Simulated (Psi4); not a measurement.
# BH3 (borane): PBE0/def2-SVP (density fitting with cc-pvqz-jkfit, sweep point 5)

Aim: the vertical singlet–triplet gap of BH3 (borane) at PBE0/def2-SVP (density fitting with cc-pvqz-jkfit, sweep point 5), from 2 runs. 

Program for the calculation: Psi4 1.11.

2 further runs of the same task are left out: 2 set aside as unsound or not needed.

### 1 The system as given

BH3 has 4 atoms, charge 0, and is taken as a singlet. As SMILES, `B`. The shape is that of a PBE0-D4/def2-TZVP optimisation.

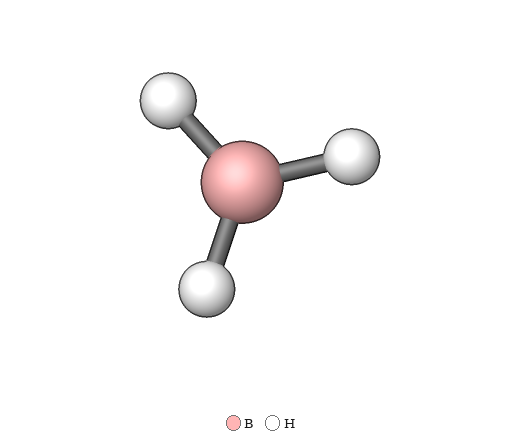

Viewed from a chosen angle; boron pink, hydrogen white.

### 2 A single-point energy at PBE0/def2-SVP (density fitting with cc-pvqz-jkfit, sweep point 5)

input.inp reads:

```
memory 1600 mb

molecule {
  0 1
  B      0.013900    -0.015100    -0.005100
  H      0.982200     0.381700     0.568800
  H     -0.276200    -1.171800     0.043000
  H     -0.664400     0.744900    -0.626900
  symmetry c1
}

set globals {
  basis                def2-SVP
  reference            rks
  puream               true
  scf_type             df
  dft_radial_points    99
  dft_spherical_points 590
  df_basis_scf         cc-pvqz-jkfit
}

energy_value, wavefunction = energy('pbe0', return_wfn=True)
```

Started as:

```
psi4 -i input.inp -o input.out -n 1
```

input.out (excerpt; [...] marks lines left out):

```text
[...]
  Running in c1 symmetry.
[...]
  Nuclear repulsion =    7.418838234776623
[...]
  Multiplicity = 1
[...]
  Nalpha       = 4
  Nbeta        = 4
[...]
    Number of basis functions: 29
[...]
   @DF-RKS iter   1:   -26.50624734118908   -4.84119e-01   6.01503e-03 ADIIS/DIIS
[...]
   @DF-RKS iter   5:   -26.53498351414984   -2.18654e-08   2.79447e-07 DIIS
[...]
    Orbital Energies [Eh]
    ---------------------
    Doubly Occupied:
       1A     -6.812987     2A     -0.525603     3A     -0.363005
       4A     -0.362996
[...]
  @DF-RKS Final Energy:   -26.53498351414984
   => Energetics <=
    Nuclear Repulsion Energy =              7.4188382347766231
    One-Electron Energy =                 -49.0216704240749550
    Two-Electron Energy =                  18.9173371676250603
    DFT Exchange-Correlation Energy =      -3.8494884924765698
    Empirical Dispersion Energy =           0.0000000000000000
    VV10 Nonlocal Energy =                  0.0000000000000000
    Total Energy =                        -26.5349835141498431
[...]
 Multipole Moments:
 ------------------------------------------------------------------------------------
     Multipole            Electronic (a.u.)      Nuclear  (a.u.)        Total (a.u.)
 ------------------------------------------------------------------------------------
 L = 1.  Multiply by 2.5417464519 to convert [e a0] to [Debye]
 Dipole X            :          0.0001070           -0.0000804            0.0000266
 Dipole Y            :         -0.0000909            0.0000804           -0.0000105
 Dipole Z            :         -0.0002249            0.0001608           -0.0000641
 Magnitude           :                                                    0.0000702
[...]
```

It took 2.6 s on 1 thread of AMD EPYC 9R45 (Zen 5), shared host; peak memory 0.41 GiB.

### 3 The triplet, same level

job.in reads:

```
memory 1600 MB

molecule m {
  0 3
  B      0.013900    -0.015100    -0.005100
  H      0.982200     0.381700     0.568800
  H     -0.276200    -1.171800     0.043000
  H     -0.664400     0.744900    -0.626900
  units angstrom
  symmetry c1
}

set {
  basis                def2-SVP
  reference            uks
  puream               true
  scf_type             df
  dft_radial_points    99
  dft_spherical_points 590
  df_basis_scf         cc-pvqz-jkfit
  maxiter              150
}

energy('pbe0')
```

Started as:

```
psi4 -i job.in -o job.out -n 1
```

job.out:

```text
[...]
  Running in c1 symmetry.
[...]
  Nuclear repulsion =    7.418838234776623
[...]
  Multiplicity = 3
[...]
  Nalpha       = 5
  Nbeta        = 3
[...]
    Number of basis functions: 29
[...]
   @DF-UKS iter   1:   -26.30178516035868   -2.79656e-01   7.88790e-03 ADIIS/DIIS
[...]
   @DF-UKS iter  14:   -26.34835311480862   -2.53368e-08   2.75334e-07 DIIS
[...]
   @S^2 Observed:                2.004472089E+00
[...]
    Orbital Energies [Eh]
    ---------------------
    Alpha Occupied:
       1A     -6.803085     2A     -0.595310     3A     -0.446426
       4A     -0.386197     5A     -0.188548
    Alpha Virtual:
       6A      0.113968     7A      0.129046     8A      0.145305
       9A      0.180398    10A      0.238556    11A      0.262041
      12A      0.308959    13A      0.595091    14A      0.650196
      15A      0.656950    16A      0.863894    17A      0.910459
      18A      1.248124    19A      1.256754    20A      1.295292
      21A      1.385882    22A      1.594996    23A      1.795648
      24A      1.839194    25A      2.023275    26A      2.040809
[...]
  @DF-UKS Final Energy:   -26.34835311480862
   => Energetics <=
    Nuclear Repulsion Energy =              7.4188382347766231
    One-Electron Energy =                 -48.7492440017356543
    Two-Electron Energy =                  18.7910326845148496
    DFT Exchange-Correlation Energy =      -3.8089800323644369
    Empirical Dispersion Energy =           0.0000000000000000
    VV10 Nonlocal Energy =                  0.0000000000000000
    Total Energy =                        -26.3483531148086207
[...]
 Multipole Moments:
 ------------------------------------------------------------------------------------
     Multipole            Electronic (a.u.)      Nuclear  (a.u.)        Total (a.u.)
 ------------------------------------------------------------------------------------
 L = 1.  Multiply by 2.5417464519 to convert [e a0] to [Debye]
 Dipole X            :          0.2813144           -0.0000804            0.2812340
 Dipole Y            :          0.1156230            0.0000804            0.1157034
 Dipole Z            :          0.1665264            0.0001608            0.1666872
 Magnitude           :                                                    0.3467916
[...]
```

Wall time 6 s (1 thread of AMD EPYC 9R45 (Zen 5), shared host); peak memory 0.41 GiB.

### 4 Outcome

At PBE0/def2-SVP (density fitting with cc-pvqz-jkfit, sweep point 5):

```
                                        quantity         value
                           singlet: total energy  -26.53498 Eh
                          singlet: dipole moment        0.00 D
                            singlet: HOMO energy      -9.88 eV
                            singlet: LUMO energy      -1.87 eV
                          singlet: HOMO–LUMO gap       8.00 eV
                           triplet: total energy  -26.34835 Eh
                          triplet: dipole moment        0.88 D
     triplet: HOMO energy (highest over α and β)      -5.13 eV
                                   triplet: ⟨S²⟩         2.004
vertical energy of the triplet above the singlet      5.078 eV
```

**Reading.** At this shape the triplet lies 5.08 eV (490 kJ/mol) above the singlet.
